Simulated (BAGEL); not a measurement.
# B3LYP/def2-SVP (density fitting with qzvpp-jkfit) run of CH5AlFS− (SMILES C[S][AlH2-][F])

What is the energy change on altering one bond length of CH5AlFS− at B3LYP/def2-SVP (density fitting with qzvpp-jkfit)? 

The calculation is run with BAGEL 1.2.2.

2 further runs of the same task are left out: 2 set aside as unsound or not needed.

## 1. Starting point

The species is CH5AlFS− (9 atoms), meant as a singlet with charge -1. As SMILES, `C[S][AlH2-][F]`. Geometry: a GFN2-xTB relaxation, a rough one for these elements and not checked as a minimum. This is one conformer, not always the lowest.

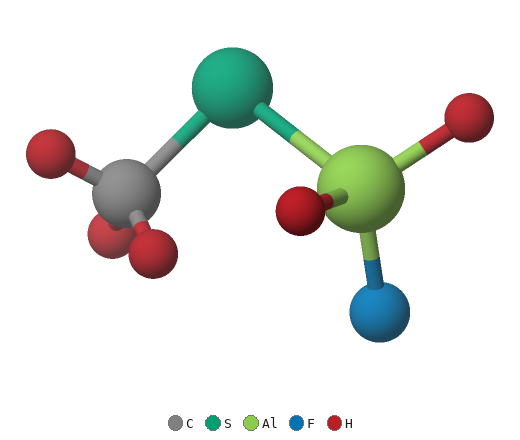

Viewed from a chosen angle; carbon grey, sulfur teal, aluminium green, fluorine blue, hydrogen red.

## 2. A single-point energy at B3LYP/def2-SVP (density fitting with qzvpp-jkfit)

Input file input.json:

```json
{ "bagel" : [

{
  "title" : "molecule",
  "basis" : "svp",
  "df_basis" : "qzvpp-jkfit",
  "angstrom" : true,
  "geometry" : [
    { "atom" : "C", "xyz" : [   -0.118560,    1.138470,   -0.963910 ] },
    { "atom" : "S", "xyz" : [    1.354560,    0.140830,   -0.573840 ] },
    { "atom" : "Al", "xyz" : [    0.213160,   -1.150150,    0.956250 ] },
    { "atom" : "F", "xyz" : [   -1.091660,   -1.903770,    0.191440 ] },
    { "atom" : "H", "xyz" : [   -0.473210,    0.885550,   -1.961100 ] },
    { "atom" : "H", "xyz" : [   -0.902190,    0.939980,   -0.229240 ] },
    { "atom" : "H", "xyz" : [    0.155490,    2.191340,   -0.930160 ] },
    { "atom" : "H", "xyz" : [    1.242800,   -2.172090,    1.553170 ] },
    { "atom" : "H", "xyz" : [   -0.380380,   -0.070160,    1.957390 ] }
  ]
},
{ "title" : "ks", "xc_func" : "b3lyp", "charge" : -1 },
{ "title" : "print", "file" : "orbitals.molden", "orbitals" : true }

]}
```

Run with:

```sh
$ BAGEL_NUM_THREADS=1 BAGEL input.json > input.out
```

Standard output:

```text
* using 1 threads per process

  ===============================================================
  ===============================================================

  *** Geometry ***

  { "atom" : "C", "xyz" : [     -0.224046,      2.151397,     -1.821526 ] },
  { "atom" : "S", "xyz" : [      2.559747,      0.266130,     -1.084400 ] },
  { "atom" : "Al", "xyz" : [      0.402814,     -2.173469,      1.807051 ] },
  { "atom" : "F", "xyz" : [     -2.062938,     -3.597604,      0.361769 ] },
  { "atom" : "H", "xyz" : [     -0.894237,      1.673447,     -3.705942 ] },
  { "atom" : "H", "xyz" : [     -1.704892,      1.776305,     -0.433201 ] },
  { "atom" : "H", "xyz" : [      0.293834,      4.141032,     -1.757748 ] },
  { "atom" : "H", "xyz" : [      2.348552,     -4.104655,      2.935066 ] },
  { "atom" : "H", "xyz" : [     -0.718814,     -0.132583,      3.698931 ] },

  Number of auxiliary basis functions:      498

  Since a DF basis is specified, we compute 2- and 3-index integrals:
    o Being stored without compression. Storage requirement is 0.032 GB

  Number of basis functions:       89
  Number of electrons      :       49

    * METHOD: MOLECULE                             0.53

  *** Kohn-Sham DFT ***

    * Removing 16027 points whose weight is below 1.00e-10
    * Grid points: 118127

  === Nuclear Repulsion ===
   208.6636904683

       - DIIS with orbital gradients will be used.

  === KS iteration (b3lyp / svp) ===
      0       -746.32116051          0.11043477           0.94
      1       -720.15316252          0.14469151           0.95
      2       -697.28206970          0.22257891           0.97
      3       -758.94958255          0.10303665           0.93
      4       -776.66161358          0.06000476           1.04
      5       -765.57664550          0.08419700           0.90
      6       -781.06410078          0.02489576           0.81
      7       -781.31501382          0.01382617           0.72
      8       -781.42573763          0.00736189           0.88
      9       -781.45292607          0.00394623           0.86
     10       -781.46179686          0.00110556           0.87
     11       -781.46242308          0.00015612           0.92
     12       -781.46243478          0.00005499           0.92
     13       -781.46243673          0.00001712           0.91
     14       -781.46243690          0.00000662           0.91
     15       -781.46243693          0.00000074           0.94
     16       -781.46243693          0.00000051           1.01
     17       -781.46243693          0.00000012           0.95
     18       -781.46243693          0.00000005           0.91
     19       -781.46243693          0.00000001           0.91
    * SCF iteration converged.

    * Permanent dipole moment:
           (    0.273821,    -0.847321,     0.938000) a.u.

    * METHOD: KS                                  19.96

    * METHOD: PRINT                                0.02

  ===============================================================
```

Run time: 21 s. Hardware: 1 thread of Intel Xeon at 2.50GHz (Skylake/Cascade Lake), shared host; peak memory 0.5 GiB.

## 3. The distorted shape, same level

Input file input.json:

```json
{ "bagel" : [

{
  "title" : "molecule",
  "basis" : "svp",
  "df_basis" : "qzvpp-jkfit",
  "angstrom" : "true",
  "geometry" : [
    { "atom" : "C", "xyz" : [       0.508331,       1.297259,      -1.551634 ] },
    { "atom" : "S", "xyz" : [       1.981451,       0.299619,      -1.161564 ] },
    { "atom" : "Al", "xyz" : [       0.840051,      -0.991361,       0.368526 ] },
    { "atom" : "F", "xyz" : [      -0.464769,      -1.744981,      -0.396284 ] },
    { "atom" : "H", "xyz" : [       0.153681,       1.044339,      -2.548824 ] },
    { "atom" : "H", "xyz" : [      -0.902190,       0.939980,      -0.229240 ] },
    { "atom" : "H", "xyz" : [       0.782381,       2.350129,      -1.517884 ] },
    { "atom" : "H", "xyz" : [       1.869691,      -2.013301,       0.965446 ] },
    { "atom" : "H", "xyz" : [       0.246511,       0.088629,       1.369666 ] }
  ]
},

{ "title" : "ks", "xc_func" : "b3lyp", "charge" : -1 },

{ "title" : "print", "file" : "orbitals.molden", "orbitals" : "true" }

]}
```

Run with:

```sh
$ BAGEL_NUM_THREADS=1 BAGEL input.json > input.out
```

Standard output:

```text
* using 1 threads per process

  ===============================================================
  ===============================================================

  *** Geometry ***

  { "atom" : "C", "xyz" : [      0.960606,      2.451464,     -2.932163 ] },
  { "atom" : "S", "xyz" : [      3.744400,      0.566198,     -2.195038 ] },
  { "atom" : "Al", "xyz" : [      1.587466,     -1.873401,      0.696413 ] },
  { "atom" : "F", "xyz" : [     -0.878286,     -3.297536,     -0.748868 ] },
  { "atom" : "H", "xyz" : [      0.290415,      1.973515,     -4.816579 ] },
  { "atom" : "H", "xyz" : [     -1.704892,      1.776305,     -0.433201 ] },
  { "atom" : "H", "xyz" : [      1.478486,      4.441100,     -2.868385 ] },
  { "atom" : "H", "xyz" : [      3.533204,     -3.804587,      1.824429 ] },
  { "atom" : "H", "xyz" : [      0.465838,      0.167485,      2.588294 ] },

  Number of auxiliary basis functions:      498

  Since a DF basis is specified, we compute 2- and 3-index integrals:
    o Being stored without compression. Storage requirement is 0.032 GB

  Number of basis functions:       89
  Number of electrons      :       49

    * METHOD: MOLECULE                             0.67

  *** Kohn-Sham DFT ***

    * Removing 15370 points whose weight is below 1.00e-10
    * Grid points: 118784

  === Nuclear Repulsion ===
   206.5323961099

       - DIIS with orbital gradients will be used.

  === KS iteration (b3lyp / svp) ===
      0       -745.93597591          0.10937572           1.02
      1       -728.18867635          0.13225283           0.96
      2       -719.23283921          0.16830155           1.03
      3       -763.14554237          0.11047261           0.97
      4       -778.68277053          0.04929877           1.00
      5       -773.20649375          0.09221070           0.84
      6       -781.04748646          0.01995805           0.93
      7       -781.26332439          0.01215598           0.97
      8       -781.34454723          0.00212922           0.92
      9       -781.34274066          0.00247124           1.02
     10       -781.34776313          0.00047367           0.88
     11       -781.34789421          0.00009276           0.90
     12       -781.34789998          0.00001397           1.00
     13       -781.34790011          0.00000739           0.76
     14       -781.34790013          0.00000368           0.91
     15       -781.34790014          0.00000166           1.01
     16       -781.34790014          0.00000056           0.99
     17       -781.34790014          0.00000015           0.99
     18       -781.34790014          0.00000003           0.99
     19       -781.34790014          0.00000002           0.91
     20       -781.34790014          0.00000002           1.01
     21       -781.34790014          0.00000000           0.99
    * SCF iteration converged.

    * Permanent dipole moment:
           (   -0.205430,    -0.662232,     0.984575) a.u.

    * METHOD: KS                                  22.69

    * METHOD: PRINT                                0.02

  ===============================================================
```

Wall time 24 s (1 thread of Intel Xeon at 2.50GHz (Skylake/Cascade Lake), shared host); peak memory 0.5 GiB.

## 4. What came out

Level: B3LYP/def2-SVP (density fitting with qzvpp-jkfit).

```
                                                              quantity          value
                                             first shape: total energy  -781.46244 Eh
                                              first shape: HOMO energy       -1.06 eV
                                              first shape: LUMO energy        5.47 eV
    first shape: HOMO–LUMO gap (to an unbound level, set by the basis)        6.53 eV
                                         distorted shape: total energy  -781.34790 Eh
                                          distorted shape: HOMO energy       -1.46 eV
                                          distorted shape: LUMO energy        2.76 eV
distorted shape: HOMO–LUMO gap (to an unbound level, set by the basis)        4.22 eV
     energy change with the C1–H6 bond stretched from 1.092 to 1.966 Å       3.117 eV
```

What this shows: With the C1–H6 bond stretched from 1.092 to 1.966 Å the energy rises by 3.12 eV (72 kcal/mol). The first shape isn't relaxed at this level, so the change isn't measured from a minimum.
